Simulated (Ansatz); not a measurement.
# Phonons of Y (P6_3/mmc, 2 atoms in the cell) against volume, part 2 of 2

Aim: how do the optical modes of Y (P6_3/mmc, 2 atoms in the cell) move with volume?

Ansatz 0.2.0; DFT LDA, scalar-relativistic, plane waves, PAW; PAW set soft_1.

So far. Step 4 (Tight relaxation): The forces vanish by symmetry and the pressure is 0.002 GPa, within the tolerances set. The cell now holds 29.91 Å³/atom.

## (5) Modes at rest

The force constants come from the linear response of the density to a displacement.

The modes at rest are the reference of the series.

input.yaml

```yaml
crystal:
  lattice:
    - [3.5423334084, 0.0, 0.0]
    - [-1.7711667042, 3.0677507203, 0.0]
    - [0.0, 0.0, 5.5055929318]
  atoms:
    - { symbol: "Y", position: [0.3333333333, 0.6666666667, 0.25] }
    - { symbol: "Y", position: [0.6666666667, 0.3333333333, 0.75] }
kpoints:
  mp_grid: { grid: [15, 15, 8] }
hamiltonian:
  xc: lda
  pseudopotentials: { kind: paw, azcp: { folder: soft_1 }, xc_functional: pbe }
scf:
  occupations: { method: methfessel_paxton, width: 0.2 }
output:
  eigenvalues: true
phonons:
  method: dfpt
```

Run with:

```sh
$ ansatz run input.yaml --threads 4 --pin off --max-ram 10240MiB --backend cpu --events-out ev --progress --plain --runs-dir out
```

Numbers of over 12 decimals in the logs are rounded to 6 here.

The program printed:

```text
zone centre: on kpoints.mp_grid the ground state, and the responses unless they are solved on pairs of k-points, stand on 320 of the mesh's 1800 k-points, reduced under 4 symmetry operations, with k and −k counted as one. Each operation leaves every solved displacement unchanged or reverses it
[...]
Crystal: 2 atoms, lattice volume = 59.829 Å³
Basis set: ecut = 420 eV, 1153 PW (Γ), exchange–correlation on 48×48×80 points (8 copies of the dense FFT grid, shifted against one another)
Bands: 15, of which v1, the nominal top of the filled ones, is band 11 counted from 1 (10 counted from 0)
Symmetry: 24 space group operations
k-points: 320 of 1800 (irreducible under 4 space group operations, time reversal used)
[...]
SCF iter   1: F=—  HF=-7491.202096 eV  |F-HF|=—  |Δ(HF+E_count)|=         —  Δρ=1.22e-2  dr2=1.39e-1  ethr=3.10e-3  ⟨swp⟩=4.4  Hψ=20442  notcnv=0
[...]
SCF iter   8: F=-7491.151551 eV  HF=-7491.151551 eV  |F-HF|=9.09e-13  |Δ(HF+E_count)|=  1.17e-10  S|Δr|=    0.00e0  Δρ=1.15e-7  dr2=6.39e-12  ethr=1.00e-12  ⟨swp⟩=5.0  Hψ=21847  notcnv=0
SCF 1 converged in 8 iterations: F = -7491.151551 eV  dr2 = 6.39e-12
[...]
DFPT response loops at Γ: preconditioner auto → Kerker (q_TF=auto, 2.309 Å⁻¹) (partly filled bands, converged f_vac=0.000); β = 1.00, the filter's whole step (`scf.mixing.beta` (0.50) is not read by the response loops under this deck's `scf.mixing.preconditioner`; to damp them name `kerker` or `kerker_dos`, under which they read `scf.mixing.beta`, and type it under 1.00, their step now; both keys bind the ground state too); Broyden in place of MSR1
SCF converged after 8 iterations
[...]
Free energy (F): -7491.151551 eV
[...]
Internal energy: -7491.150166 eV  (E = F + TS)
E sigma→0 (E₀):  -7491.151205 eV
Entropy (-TS):   -0.001384 eV (-0.692 meV/atom)
Fermi energy:    10.222055 eV
[...]
--- Band table (eV; the first three rows and the last of 320) ---
  k-point 0: bands = [... 7 lower, -11.7368, 5.4424, 8.2170, 11.5510, 11.9791, 11.9791, 12.4067, 12.6751]
  k-point 1: bands = [... 7 lower, -11.7711, 5.5579, 8.1734, 11.4005, 11.9060, 11.9060, 12.2952, 12.5699]
  k-point 2: bands = [... 7 lower, -11.8097, 5.8908, 7.9902, 11.1316, 11.8034, 11.8034, 11.9939, 12.3276]
  k-point 319: bands = [... 7 lower, -11.8921, 8.8303, 8.8303, 10.3874, 10.3874, 11.0077, 11.0077, 12.8567]
--- Phonons (Γ-DFPT): 2 representative perturbations + reference, on 320 of 1800 k-points (Σ response iterations 6) ---
  k mesh reduced under 4 symmetry operations, with k and −k counted as one. Each operation leaves every solved displacement unchanged or reverses it
  ASR residual: 2.919e-5 → 0.000e0 eV/Å²; symmetrization residual: 1.195e-13 eV/Å²
  ASR residual per site (eV/Å²): 2.92e-5 2.92e-5
  Γ frequencies (cm⁻¹): 0.00 0.00 0.00 89.04 89.04 153.05
  non-analytic LO–TO correction: not included (Born effective charges unavailable; polar crystals: no LO–TO splitting at Γ)
```

Wall time 14 s (4 threads of Intel Xeon at 2.80GHz (Skylake/Cascade Lake), shared host); peak memory 1.1 GiB; 50 s of CPU time.

Numbers from this step:

```yaml
sum_rule_residual_before_enforcement: 2.92e-5 eV/Å²
point_group: 6/mmm
highest_optical_mode_at_the_zone_centre_no_lo_to_term: 153.1 cm⁻¹
lowest_optical_zone_centre_mode: 89.04 cm⁻¹
```

Patterns of degenerate modes are one choice out of their space. Modes at Γ:

```
mode  frequency (cm⁻¹)  symmetry
   1               0.0  acoustic
   2               0.0  acoustic
   3               0.0  acoustic
   4              89.0       E2g
   5              89.0       E2g
   6             153.1       B1g
```

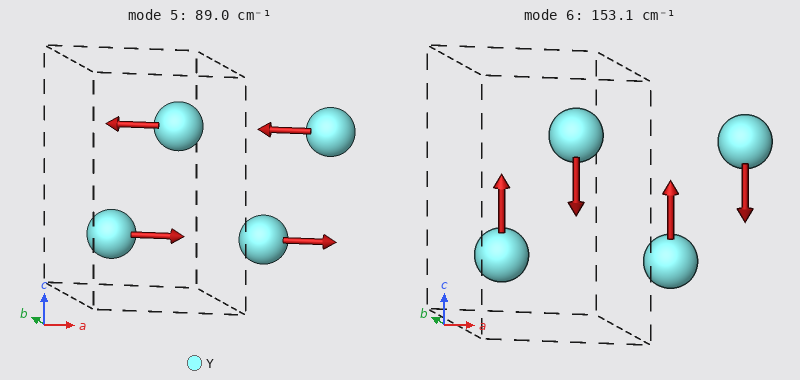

Displacement patterns of modes 5 and 6 at Γ; arrows are exaggerated. 2×1×1 cells are drawn.

Before it was imposed, the acoustic sum rule was missed by 2.9e-5 eV/Å². Small misses are needed for a sound result but don't prove that mesh and cutoff are converged. The lowest optical mode is real, 89.0 cm⁻¹.

## (6) Relaxation of a member: 1.06 times the volume at rest

The cell is set to 1.06 times the volume at rest, and shape and atoms relax at that volume.

input.yaml, the sections that differ from step 5:

```yaml
crystal:
  lattice:
    - [3.6147377758, 0.0, 0.0]
    - [-1.8073688879, 3.1304547418, 0.0]
    - [0.0, 0.0, 5.6044788901]
  atoms:
    - { symbol: "Y", position: [0.3333333333, 0.6666666667, 0.25] }
    - { symbol: "Y", position: [0.6666666667, 0.3333333333, 0.75] }
output:
  forces: true
  stress: true
  eigenvalues: true
relax:
  adjacent_minimum: "off"
  f_tol: 0.001
  max_steps: 60
  cell: { stress_tol: 0.01, fix: [volume] }
# kpoints, hamiltonian, scf: as in step 5
# phonons: removed
```

The program printed:

```text
[...]
Crystal: 2 atoms, lattice volume = 63.419 Å³
Basis set: ecut = 420 eV, 1243 PW (Γ)
Bands: 15, of which v1, the nominal top of the filled ones, is band 11 counted from 1 (10 counted from 0)
Symmetry: 24 space group operations
[...]
k-points: 135 of 1800
[...]
k-point 134: bands = [... 7 lower, -12.7372, 9.0972, 9.0972, 9.1411, 9.1411, 9.9983, 9.9983, 12.3132]
--- Relaxed structure (3 steps of the walk, 3 accepted, 1 SCFs on fresh bases) ---
[...]
cell:  # Å, volume = 63.4190 Å³
    - [3.615756, 0, 0]
    - [-1.807878, 3.131336, 0]
    - [0, 0, 5.601324]
  atoms:
    - { symbol: Y, position: [0.333333, 0.666667, 0.250000] }
    - { symbol: Y, position: [0.666667, 0.333333, 0.750000] }
[key lines of the parts left out:]
SCF converged after 4 iterations
Free energy (F): -7491.123739 eV
Fermi energy:    9.522931 eV
P = ⅓ Tr σ = -2.3961 GPa (-23.961 kbar)
```

Wall time 5.1 s (4 threads); peak memory 0.5 GiB.

Little changed from the start: no atom moved by 0.005 Å and no cell edge by 0.1 %.

This step gave:

* pressure: -2.396 GPa
* volume per atom: 31.71 Å³

The forces vanish by symmetry, at a pressure of -2.40 GPa.

## (7) Zone-centre modes of the member: 1.06 times the volume at rest

The zone-centre modes follow for 1.06 times the volume at rest.

input.yaml, the sections that differ from step 6:

```yaml
crystal:
  lattice:
    - [3.6157556041, 0.0, 0.0]
    - [-1.807877802, 3.131336207, 0.0]
    - [0.0, 0.0, 5.6013240339]
  atoms:
    - { symbol: "Y", position: [0.3333333333, 0.6666666667, 0.25] }
    - { symbol: "Y", position: [0.6666666667, 0.3333333333, 0.75] }
output:
  eigenvalues: true
phonons:
  method: dfpt
# kpoints, hamiltonian, scf: as in step 6
# relax: removed
```

The program printed:

```text
[...]
Crystal: 2 atoms, lattice volume = 63.419 Å³
Basis set: ecut = 420 eV, 1243 PW (Γ), exchange–correlation on 50×50×80 points (8 copies of the dense FFT grid, shifted against one another)
Bands: 15, of which v1, the nominal top of the filled ones, is band 11 counted from 1 (10 counted from 0)
Symmetry: 24 space group operations
k-points: 320 of 1800 (irreducible under 4 space group operations, time reversal used)
[...]
SCF iter   1: F=—  HF=-7491.177291 eV  |F-HF|=—  |Δ(HF+E_count)|=         —  Δρ=1.21e-2  dr2=1.49e-1  ethr=3.10e-3  ⟨swp⟩=4.4  Hψ=20270  notcnv=0
[...]
SCF iter   8: F=-7491.123739 eV  HF=-7491.123739 eV  |F-HF|=2.73e-12  |Δ(HF+E_count)|=  1.16e-10  S|Δr|=    0.00e0  Δρ=1.32e-7  dr2=9.62e-12  ethr=1.00e-12  ⟨swp⟩=5.0  Hψ=22174  notcnv=0
SCF 1 converged in 8 iterations: F = -7491.123739 eV  dr2 = 9.62e-12
[...]
SCF converged after 8 iterations
[...]
Free energy (F): -7491.123739 eV
[...]
Internal energy: -7491.121662 eV  (E = F + TS)
E sigma→0 (E₀):  -7491.123220 eV
Entropy (-TS):   -0.002078 eV (-1.039 meV/atom)
Fermi energy:    9.522932 eV
[...]
--- Band table (eV; the first three rows and the last of 320) ---
  k-point 0: bands = [... 7 lower, -12.6210, 4.8250, 7.6209, 10.6733, 11.2325, 11.2325, 11.6591, 11.8838]
  k-point 1: bands = [... 7 lower, -12.6494, 4.9338, 7.5638, 10.5455, 11.1611, 11.1611, 11.5536, 11.7844]
  k-point 2: bands = [... 7 lower, -12.6865, 5.2486, 7.3446, 10.3348, 11.0617, 11.0617, 11.2674, 11.5554]
  k-point 319: bands = [... 7 lower, -12.7515, 8.1593, 8.1593, 9.6751, 9.6751, 10.2827, 10.2827, 12.0553]
[...]
ASR residual: 3.449e-5 → 0.000e0 eV/Å²; symmetrization residual: 1.517e-10 eV/Å²
  ASR residual per site (eV/Å²): 3.45e-5 3.45e-5
  Γ frequencies (cm⁻¹): 0.00 0.00 0.00 88.19 88.19 144.10
[...]
```

Run time: 16 s. Hardware: 4 threads; peak memory 1.1 GiB; 57 s of CPU time.

Numbers from this step:

| Item | Value |
| --- | --- |
| sum-rule residual before enforcement | 3.45e-5 eV/Å² |
| highest optical mode at the zone centre (no LO-TO term) | 144.1 cm⁻¹ |
| lowest optical zone-centre mode | 88.19 cm⁻¹ |

Patterns of degenerate modes are one choice out of their space. Modes at Γ:

```
mode  frequency (cm⁻¹)  symmetry
   1               0.0  acoustic
   2               0.0  acoustic
   3               0.0  acoustic
   4              88.2       E2g
   5              88.2       E2g
   6             144.1       B1g
```

The lowest optical mode is real, 88.2 cm⁻¹, and the highest lies at 144.1 cm⁻¹.

For the highest optical mode at the zone centre (no LO-TO term), step 5 gave 153 cm⁻¹; this run, with volume ratio 1.06, gives 144 cm⁻¹ (-6 %).

## (8) A member of the series: 0.9 times the volume at rest

The cell is set to 0.9 times the volume at rest, and shape and atoms relax at that volume.

input.yaml, the sections that differ from step 7:

```yaml
crystal:
  lattice:
    - [3.4107143756, 0.0, 0.0]
    - [-1.7053571878, 2.9537652943, 0.0]
    - [0.0, 0.0, 5.3448407993]
  atoms:
    - { symbol: "Y", position: [0.3333333333, 0.6666666667, 0.25] }
    - { symbol: "Y", position: [0.6666666667, 0.3333333333, 0.75] }
output:
  forces: true
  stress: true
  eigenvalues: true
relax:
  adjacent_minimum: "off"
  f_tol: 0.001
  max_steps: 60
  cell: { stress_tol: 0.01, fix: [volume] }
# kpoints, hamiltonian, scf: as in step 7
# phonons: removed
```

The program printed:

```text
[...]
Crystal: 2 atoms, lattice volume = 53.846 Å³
Basis set: ecut = 420 eV, 1085 PW (Γ)
Bands: 15, of which v1, the nominal top of the filled ones, is band 11 counted from 1 (10 counted from 0)
Symmetry: 24 space group operations
[...]
k-points: 135 of 1800
[...]
k-point 134: bands = [... 7 lower, -10.2319, 11.0313, 11.0313, 11.1287, 11.1287, 12.3104, 12.3104, 14.6565]
--- Relaxed structure (3 steps of the walk, 3 accepted, 1 SCFs on fresh bases) ---
[...]
cell:  # Å, volume = 53.8463 Å³
    - [3.407763, 0.0, 0]
    - [-1.703881, 2.951209, 0]
    - [0, 0, 5.354103]
  atoms:
    - { symbol: Y, position: [0.333333, 0.666667, 0.25] }
    - { symbol: Y, position: [0.666667, 0.333333, 0.750000] }
[key lines of the parts left out:]
SCF converged after 5 iterations
Free energy (F): -7491.056363 eV
Fermi energy:    11.588786 eV
P = ⅓ Tr σ = 5.4625 GPa (54.625 kbar)
```

Elapsed: 4.4 s, on 4 threads; peak memory 0.48 GiB; 16 s of CPU time.

Relaxation path:

```
step  energy less that of the first step (eV)  largest force component (eV/Å)  pressure (GPa)  volume (Å³)
   1                                   0.0000                          0.0000            5.47        53.85
   2                                   0.0000                          0.0000            5.47        53.85
   3                                   0.0000                          0.0000            5.46        53.85
  4*                                   0.0000                          0.0000            5.46        53.85
```

Relaxation steps marked * repeat the geometry before them on a plane-wave basis chosen anew for their cell, so energy and pressure can jump there.

The run keeps the 24 symmetry operations that it works with, so distortions that break them were not tested.

```
conventional cell, symmetrised  before  after  change
                         a (Å)   3.411  3.408  -0.1 %
                         b (Å)   3.411  3.408  -0.1 %
                         c (Å)   5.345  5.354  +0.2 %
              volume (Å³/atom)   26.92  26.92  -0.0 %
```

The relaxed structure:

```xyz
2
Lattice="3.4078 0.0000 0.0000 -1.7039 2.9512 0.0000 0.0000 0.0000 5.3541" Properties=species:S:1:pos:R:3 pbc="T T T"
Y     0.0000    1.9675    1.3385
Y     1.7039    0.9837    4.0156
```

Numbers from this step:

```yaml
pressure: 5.463 GPa
volume_per_atom: 26.92 Å³
```

The forces vanish by symmetry, at a pressure of 5.46 GPa.

## (9) Zone-centre modes of the member: 0.9 times the volume at rest

The zone-centre modes follow for 0.9 times the volume at rest.

input.yaml, the sections that differ from step 8:

```yaml
crystal:
  lattice:
    - [3.4077629671, 0.0, 0.0]
    - [-1.7038814835, 2.9512092995, 0.0]
    - [0.0, 0.0, 5.3541029692]
  atoms:
    - { symbol: "Y", position: [0.3333333333, 0.6666666667, 0.25] }
    - { symbol: "Y", position: [0.6666666667, 0.3333333333, 0.75] }
output:
  eigenvalues: true
phonons:
  method: dfpt
# kpoints, hamiltonian, scf: as in step 8
# relax: removed
```

The program printed:

```text
[...]
Crystal: 2 atoms, lattice volume = 53.846 Å³
Basis set: ecut = 420 eV, 1085 PW (Γ), exchange–correlation on 48×48×72 points (8 copies of the dense FFT grid, shifted against one another)
Bands: 15, of which v1, the nominal top of the filled ones, is band 11 counted from 1 (10 counted from 0)
Symmetry: 24 space group operations
k-points: 320 of 1800 (irreducible under 4 space group operations, time reversal used)
[...]
k-point 1: bands = [... 7 lower, -10.0914, 6.8148, 9.3592, 13.0749, 13.3514, 13.3514, 13.6738, 14.0813]
  k-point 2: bands = [... 7 lower, -10.1256, 7.1816, 9.2435, 12.6969, 13.2474, 13.2474, 13.3516, 13.8203]
  k-point 319: bands = [... 7 lower, -10.2544, 10.1271, 10.1271, 11.7775, 11.7775, 12.4333, 12.4333, 14.3970]
[...]
ASR residual: 7.034e-5 → 0.000e0 eV/Å²; symmetrization residual: 1.802e-10 eV/Å²
  ASR residual per site (eV/Å²): 7.03e-5 7.03e-5
  Γ frequencies (cm⁻¹): 0.00 0.00 0.00 84.17 84.17 162.72
[...]
[key lines of the parts left out:]
SCF converged after 8 iterations
Free energy (F): -7491.056364 eV
Fermi energy:    11.588786 eV
```

The job ended after 12 s (4 threads; peak memory 1 GiB).

This step gave:

```yaml
sum_rule_residual_before_enforcement: 7.03e-5 eV/Å²
highest_optical_mode_at_the_zone_centre_no_lo_to_term: 162.7 cm⁻¹
lowest_optical_zone_centre_mode: 84.17 cm⁻¹
```

Patterns of degenerate modes are one choice out of their space. Modes at Γ:

```
mode  frequency (cm⁻¹)  symmetry
   1               0.0  acoustic
   2               0.0  acoustic
   3               0.0  acoustic
   4              84.2       E2g
   5              84.2       E2g
   6             162.7       B1g
```

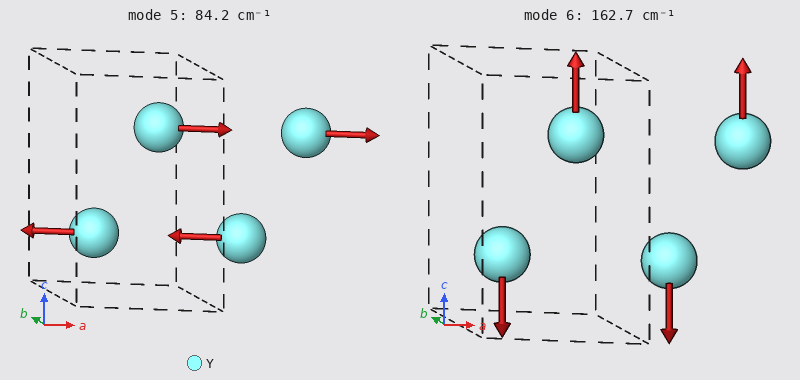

Displacement patterns of modes 5 and 6 at Γ; arrows are exaggerated. 2×1×1 cells are drawn.

The lowest optical mode is real, 84.2 cm⁻¹, and the highest lies at 162.7 cm⁻¹.

Between step 5 and this run (volume ratio 0.9) the value for the highest optical mode at the zone centre (no LO-TO term) moves from 153 cm⁻¹ to 163 cm⁻¹ (+6 %).

## (10) The series together

The members are set side by side, also those not shown above.

Each row is one cell with its response, relaxed at fixed volume as far as symmetry leaves anything free; energies are extrapolated to zero smearing, and E0 is that at rest; shape and atoms are relaxed in each cell where symmetry leaves them free; all runs use 15×15×8 k points and Methfessel-Paxton smearing of 0.2 eV. State of the crystal along the series:

```
volume ratio  V (Å³/atom)  pressure (GPa)  E - E0 (meV/atom)  first cell vector (Å)  third cell vector (Å)
         0.9        26.92           5.463               47.5                  3.408                  5.354
        0.92        27.52           4.185              29.52                  3.436                  5.384
        0.94        28.12            3.01              16.13                  3.463                  5.414
        0.96        28.72           1.927              6.959                   3.49                  5.444
        0.98        29.32          0.9273              1.683                  3.517                  5.475
        0.99        29.61           0.456             0.4089                   3.53                   5.49
           1        29.91        0.001948                  0                  3.542                  5.506
        1.02        30.51          -0.857              1.647                  3.567                  5.537
        1.04        31.11          -1.655              6.383                  3.592                  5.569
        1.06        31.71          -2.396              13.99                  3.616                  5.601
```

Each mode is tracked from rest by its pattern, and modes that stay within 0.3 cm⁻¹ of each other stand once; shape and atoms are relaxed in each cell where symmetry leaves them free; all runs use 15×15×8 k points and Methfessel-Paxton smearing of 0.2 eV. Optical modes along the series:

```
V (Å³/atom)  mode 4 E2g (cm⁻¹)  mode 6 B1g (cm⁻¹)
      26.92              84.17              162.7
      27.52              85.84                161
      28.12              87.18              159.3
      28.72              88.14              157.5
      29.32              88.75              155.4
      29.61              88.94              154.3
      29.91              89.04              153.1
      30.51              88.99              150.3
      31.11               88.7              147.3
      31.71              88.19              144.1
```

From cubic fits (parabolas where under five rows exist) of ln ω and P against ln V through the rows within about 4 % of rest: γ = −d ln ω / d ln V and dω/dP = γ ω / B. Slopes at rest:

```
      mode  fitted frequency at rest (cm⁻¹)  Grüneisen parameter γ  dω/dP (cm⁻¹/GPa)
mode 4 E2g                               89                  -0.06             -0.13
mode 6 B1g                              153                   0.83              2.85
```

## (11) Summary of results

```
members                                                          : 10
highest optical mode at the zone centre (no LO-TO term), at rest : 153.1 cm⁻¹
bulk modulus at rest                                             : 44.5 GPa
mode 4 E2g, γ                                                    : -0.06
mode 6 B1g, γ                                                    : 0.83
```

**Reading.** The series spans -2.4 to 5.5 GPa, and the slope at rest gives a bulk modulus of 45 GPa. Among the modes in the table of slopes γ runs from -0.06 (mode 4 E2g) to 0.83 (mode 6 B1g). A negative γ means that the mode softens under pressure. One k mesh and one cutoff serve the ground states and modes of all volumes. These are harmonic frequencies at zero temperature: anharmonic shifts, linewidths and thermal expansion are left out. With no gap, or one that is small against the smearing, the frequencies hang on the k mesh and the smearing, most of all near Kohn anomalies. The PAW files were made for PBE; the program adapts parts of them to the functional of the run, but their partial waves stay those of PBE, an approximation that was not tested in this session. Only the zone centre was solved, so an instability at another wavevector cannot show here.

[Logs are printed without paths, hosts, clocks, repeated set-up lines and the standing remarks that a program may print on its own settings, such as how far it seeks lower states.]

[Hosts, paths, dates, database ids (printed as entryN), source tags and the programs' standing remarks are cut or masked in the printed files.]
